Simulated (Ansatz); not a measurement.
# PBE/STO-3G run of SiHClO (SMILES O[Si]Cl)

Aim: the energy change on altering one bond length of SiHClO at PBE/STO-3G, from 2 runs. 

The results are computed with Ansatz 0.2.0.

82 further runs of the same task are left out: 1 that didn't finish, 81 set aside as unsound or not needed.

### 1 The structure to begin with

SiHClO has 4 atoms, charge 0, and is taken as a singlet. SMILES: `O[Si]Cl`. The shape is that of a PBE0-D4/def2-TZVP optimisation.

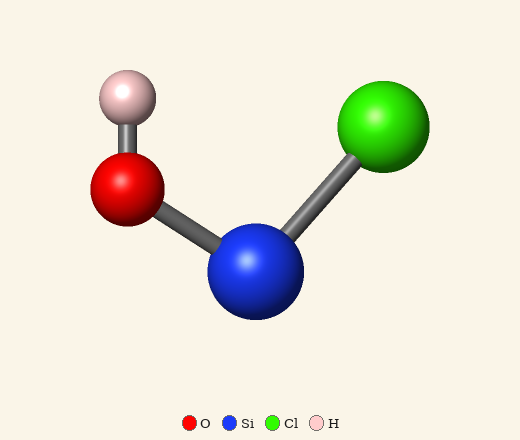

The structure, seen from a chosen angle (oxygen red, silicon blue, chlorine green, hydrogen pink).

### 2 A single-point energy at PBE/STO-3G

molecule.yaml reads:

```yaml
crystal:
  periodic: [false, false, false]
  atoms:
    - {symbol: O, position_ang: [-0.911800, 0.450200, -0.308700]}
    - {symbol: Si, position_ang: [-0.434200, -0.789700, 0.647000]}
    - {symbol: Cl, position_ang: [1.662300, -0.701000, 0.421400]}
    - {symbol: H, position_ang: [-0.260800, 0.980400, -0.780000]}
basis:
  gaussian: {orbitals: STO-3G}
total_charge: 0
hamiltonian: {xc: {name: PBE}}
accuracy: high
```

On the command line:

```
$ ansatz run molecule.yaml --threads 1 --pin off --max-ram 2610MiB --events-out events.jsonl --progress --plain --runs-dir runs
```

The log of the run:

```text
Warning: RAYON_NUM_THREADS=1 ignored (pool sized by the plan → 1); use --threads N
Functional definition: PBE
  name "PBE"
  parameter kappa = 0.804
  parameter beta = 0.06672455060314922
  exchange = pbe_x(kappa = kappa, mu = beta*pi^2/3)
  correlation = pbe_c(beta = beta)
433 factors; integrals over basis functions are off by at most 3.0e-8 eV
mean field evaluation 1: about -22194.1143 eV, gradient 2.2e1 eV
mean field evaluation 2: about -22181.7808 eV, gradient 7.1e1 eV
mean field evaluation 4: about -22196.1492 eV, gradient 3.3e0 eV
mean field evaluation 8: about -22196.1751 eV, gradient 3.3e-2 eV
mean field evaluation 16: about -22196.1751 eV, gradient 1.6e-6 eV
mean field -22196.17506524 eV, -815.6943885396 hartree, gradient 9.1e-9 eV, S^2 0.000000; 0 other end points of the search recorded, 0 dependent functions left out
reference -22196.17506697 eV, -815.6943886033 hartree; 20, 20 occupied and 4, 4 virtual orbitals, 433 factors
Total energy: -22196.17506697 eV, -815.6943886033 hartree
```

It took 1.2 s on 1 thread of Arm Neoverse V1, shared host; peak memory 0.096 GiB.

### 3 The distorted shape, same level

run.yaml reads:

```yaml
crystal:
  periodic: [false, false, false]
  atoms:
    - {symbol: O, position_ang: [-1.031204, 0.760185, -0.547633]}
    - {symbol: Si, position_ang: [-0.434200, -0.789700, 0.647000]}
    - {symbol: Cl, position_ang: [1.662300, -0.701000, 0.421400]}
    - {symbol: H, position_ang: [-0.380204, 1.290385, -1.018933]}
basis:
  gaussian: {orbitals: STO-3G}
accuracy: high
hamiltonian: {xc: pbe}
```

On the command line:

```
$ ansatz run run.yaml --threads 1 --pin off --max-ram 2610MiB --events-out events.jsonl --progress --plain --runs-dir runs
```

The log of the run:

```text
Warning: RAYON_NUM_THREADS=1 ignored (pool sized by the plan → 1); use --threads N
Functional definition: PBE
  name "PBE"
  parameter kappa = 0.804
  parameter beta = 0.06672455060314922
  exchange = pbe_x(kappa = kappa, mu = beta*pi^2/3)
  correlation = pbe_c(beta = beta)
429 factors; integrals over basis functions are off by at most 3.4e-8 eV
mean field evaluation 1: about -22190.3388 eV, gradient 3.0e1 eV
mean field evaluation 2: about -22098.6924 eV, gradient 1.3e2 eV
mean field evaluation 4: about -22194.7624 eV, gradient 5.8e0 eV
mean field evaluation 8: about -22194.9002 eV, gradient 1.8e-1 eV
mean field evaluation 16: about -22194.9004 eV, gradient 1.1e-6 eV
mean field -22194.90042902 eV, -815.6475465228 hartree, gradient 4.3e-8 eV, S^2 0.000000; 0 other end points of the search recorded, 0 dependent functions left out
reference -22194.90043080 eV, -815.6475465882 hartree; 20, 20 occupied and 4, 4 virtual orbitals, 429 factors
Total energy: -22194.90043080 eV, -815.6475465882 hartree
```

Wall time 1.2 s (1 thread of Arm Neoverse V1, shared host); peak memory 0.096 GiB.

### 4 Outcome

At PBE/STO-3G:

| quantity | value |
| --- | --- |
| first shape: total energy | -815.69439 Eh |
| distorted shape: total energy | -815.64755 Eh |
| energy change with the O1–Si2 bond stretched from 1.637 to 2.046 Å | 1.275 eV |

With the O1–Si2 bond stretched from 1.637 to 2.046 Å the energy rises by 1.27 eV (123 kJ/mol). The first shape isn't relaxed at this level, so the change isn't measured from a minimum. The minimal basis adds a large error of its own.
